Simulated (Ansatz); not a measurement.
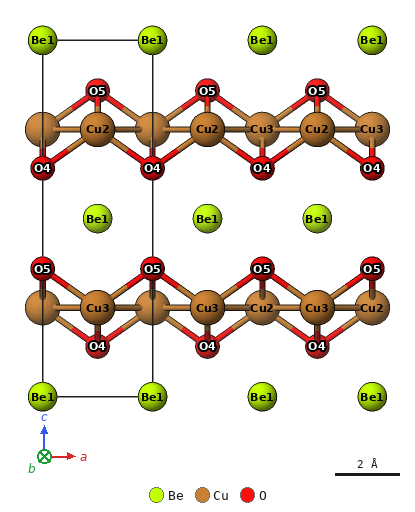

Starting structure of crystalline BeCu₂O₂ (built on the BaCu2S2-139 type type). A ball-and-stick model of the conventional cell (2 times the calculation's cell), repeated 3 × 1 × 1 with one cell outlined, seen along the b axis. Lengths and directions refer to the drawn axes.

All numbers below come from DFT, PBEsol, plane waves, PAW (Ansatz).

The input:
```yaml
crystal:
  lattice:
    - [-1.74328681, 1.74328681, 5.65175646]
    - [1.74328681, -1.74328681, 5.65175646]
    - [1.74328681, 1.74328681, -5.65175646]
  atoms:
    - { symbol: Be, position: [0.0, 0.0, 0.0] }
    - { symbol: Cu, position: [0.75, 0.25, 0.5] }
    - { symbol: Cu, position: [0.25, 0.75, 0.5] }
    - { symbol: O, position: [0.64101112, 0.64101112, 0.0] }
    - { symbol: O, position: [0.35898888, 0.35898888, 0.0] }
kpoints:
  mp_grid: { grid: [8, 8, 8] }
hamiltonian:
  xc: pbesol
scf:
  occupations: { method: fermi_dirac, width: 0.03 }
relax:
  f_tol: 0.01
  cell: {}
  max_steps: 120
```

Run as
```bash
ansatz run input.yaml --threads 2 --pin off --max-ram 2211MiB --backend cpu --events-out ev --progress --plain --runs-dir out
```

Question: Predict the outcome.

Answer: The largest moves relative to the cell, 0.36 Å, are those of O4 and O5. O4 goes along −c. Cu and Be stay in place. The volume changes by −25.3 %, with a = b 3.487 → 3.102 Å (−11.0 %), c 11.304 → 10.676 Å (−5.6 %). Among the contacts that change: Cu2–Cu3 2.465 → 2.193 Å, Cu2–O4 2.135 → 2.171 Å. Bond angles that change, for instance: Cu2–O4–Cu2 109.5° → 91.2°, Cu2–O4–Cu3 70.5° → 60.7°. The space group stays I4/mmm (No. 139). After 10 accepted moves (13 points after the start) the energy has fallen by 243 meV per atom. Largest force component: 0.12 eV/Å at the start, 0.00026 eV/Å at the end. Pressure: −13.64 GPa at the start and −0.01 GPa at the end. The line search rejected the trial step at point 7 of the run. At 2 points the geometry stayed and the basis and grid were re-selected for the new cell (energy shift of 3.7 meV per atom at most each time). Cost: 41 s on 2 threads of Arm Neoverse V2, on a shared host, peak memory 0.41 GiB.

History of the run:

| step | E − E(0), meV/atom | largest force component, eV/Å | pressure, GPa | volume, Å³/atom | note |
| --- | --- | --- | --- | --- | --- |
| 0 | 0.00 | 0.1182 | -13.64 | 13.741 |  |
| 1 | -100.56 | 0.3414 | -10.54 | 12.576 |  |
| 2 | -189.98 | 0.6104 | -5.04 | 11.323 |  |
| 3 | -222.26 | 0.0073 | 2.90 | 10.235 |  |
| 4 | -226.53 | 0.3260 | 0.67 | 10.461 |  |
| 5 | -232.78 | 0.4262 | 0.63 | 10.435 |  |
| 6 | -239.92 | 0.4488 | 0.90 | 10.368 |  |
| 7 | -239.51 | 0.1291 | 1.37 | 10.190 | rejected |
| 8 | -245.64 | 0.1774 | -1.17 | 10.368 |  |
| 9 | -246.50 | 0.0129 | 0.08 | 10.302 |  |
| 10 | -246.47 | 0.0003 | 0.00 | 10.310 |  |
| 11 | -242.74 | 0.0062 | -0.52 | 10.310 | same geometry, new basis |
| 12 | -242.96 | 0.0002 | 0.01 | 10.271 |  |
| 13 | -242.81 | 0.0003 | -0.01 | 10.271 | same geometry, new basis |

The structure at the end:

```
Be Cu O
1.0
    -1.55087    1.55087    5.33783
     1.55087   -1.55087    5.33783
     1.55087    1.55087   -5.33783
Be Cu O
1 2 2
Cartesian
  1.5509 1.5509 5.3378
  0.0000 1.5509 2.6689
  1.5509 0.0000 2.6689
  1.5509 1.5509 1.1493
  1.5509 1.5509 -1.1493
```

The end point in the same view:

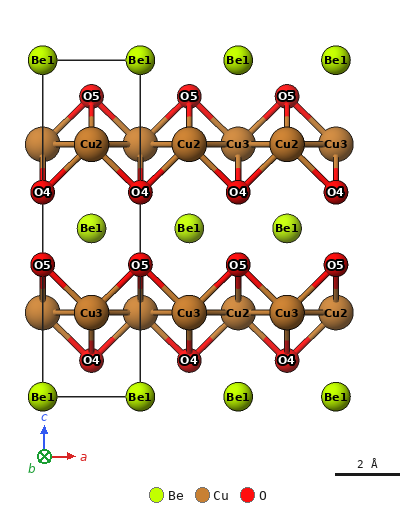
